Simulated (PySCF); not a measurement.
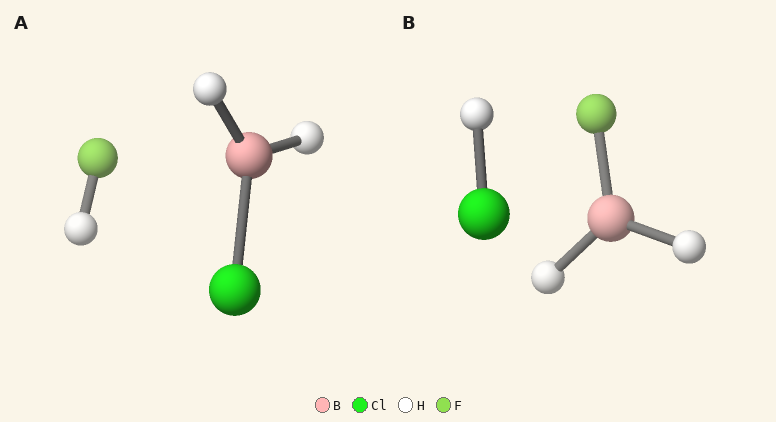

2 stationary structures of one formula. Geometries: PBE0-D4/def2-TZVP. Electronic energies: PBE0-D4/def2-TZVPP (PySCF 2.14.0), without zero-point energy. No frequency run is at hand to confirm each as a minimum.

> Rank them by energy, lowest first.

B is lowest (Cs); A lies 0.418 eV above it (Cs).

Give E(B) − E(A) in eV at these levels too: RHF-MP2 (frozen core)/def2-QZVPP; BHLYP-D4/def2-TZVPP; B3LYP-D4/6-31G; RHF/STO-3G; PBE0-D4/def2-SVP; PBE-D4/def2-SVP; B3LYP-D4/def2-TZVPP; SPW92 (LDA)/def2-TZVPP.

| level | E(B) − E(A) (eV) |
| --- | --- |
| RHF-MP2 (frozen core)/def2-QZVPP | −0.402 |
| BHLYP-D4/def2-TZVPP | −0.531 |
| B3LYP-D4/6-31G | −0.477 |
| RHF/STO-3G | −0.674 |
| PBE0-D4/def2-SVP | −0.497 |
| PBE-D4/def2-SVP | −0.530 |
| B3LYP-D4/def2-TZVPP | −0.513 |
| SPW92 (LDA)/def2-TZVPP | −0.392 |
